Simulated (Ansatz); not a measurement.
## Electronic structure of Ti2SiN4 in real space

```
Ti Si N
1.0
     5.01164    0.00000    0.00000
     0.00000    5.01164    0.00000
     0.00000    0.00000    2.75764
Ti Si N
2 1 4
Direct
  0.50000 0.00000 0.50000
  0.00000 0.50000 0.50000
  0.00000 0.00000 0.00000
  0.24480 0.75520 0.00000
  0.24480 0.24480 0.00000
  0.75520 0.75520 0.00000
  0.75520 0.24480 0.00000
```

Space group P4/mmm; a structure from a database of computed crystals, not necessarily the ambient phase; started from the K2PdCl4-123 prototype, which need not be the ambient phase; computed without spin polarisation.

Computed with Ansatz 0.2.0, DFT, r2SCAN+rVV10, plane waves, PAW.

Core electrons are frozen (PAW), and the valence fields are smoothed inside the atomic spheres.

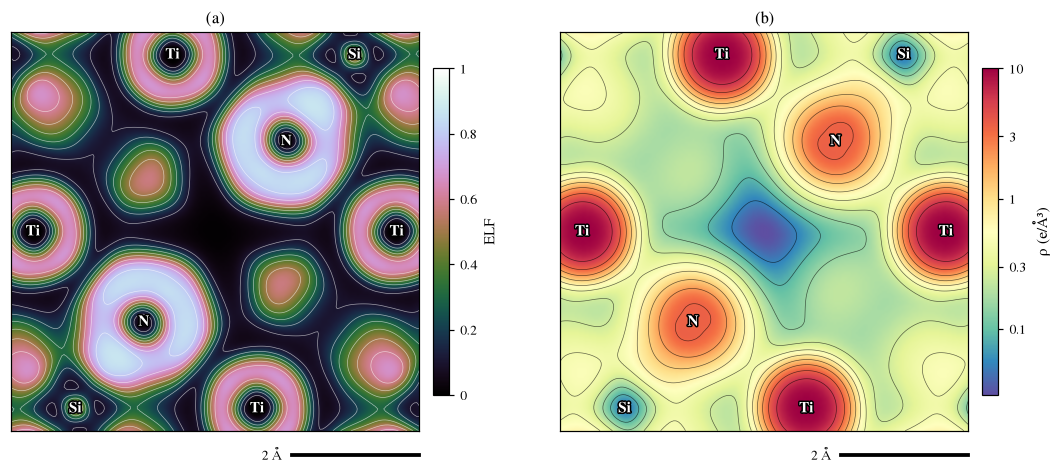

Figure 1. (a) electron localisation function; (b) valence pseudo-density on the (111) plane of the conventional cell.

Question: Read the bonding off the picture.

Answer:
- Atoms in the plane: Ti, Si and N.
- Si–N (1.74 Å): ρ at the midpoint is about 1.1 e/Å³; the ELF peaks at about 0.85 between the atoms.
- Ti–N (2.25 Å): ρ at the midpoint is about 0.42 e/Å³; the ELF peaks at about 0.85 in the valence shell of N, 0.7 Å from its nucleus, and is about 0.25 at the midpoint; no localised pair shows between them.
- Between the atoms the lowest density in this plane is 0.03 e/Å³.
- The features right at Ti lie inside the PAW spheres, where the map follows smoothed inner orbitals and isn't to be read closely.

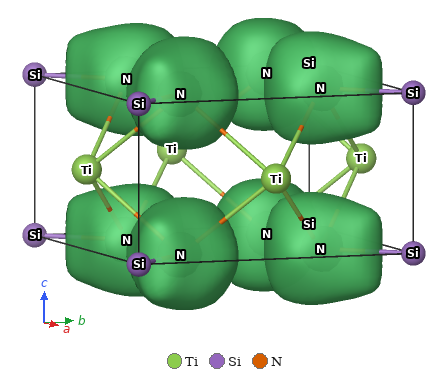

Figure 2. Isosurface of the ELF at 0.6 (green), seen slightly off an axis. Only the valence region is drawn (cores and ρ < 0.01 e/Å³ removed). Sticks mark near contacts.

Question: Where are the electrons localised?

Answer: At this value the surface marks out four regions on N in which the atom's valence shell and bonds are merged, counted in one cell of 7 atoms. Regions shared between cells count once.
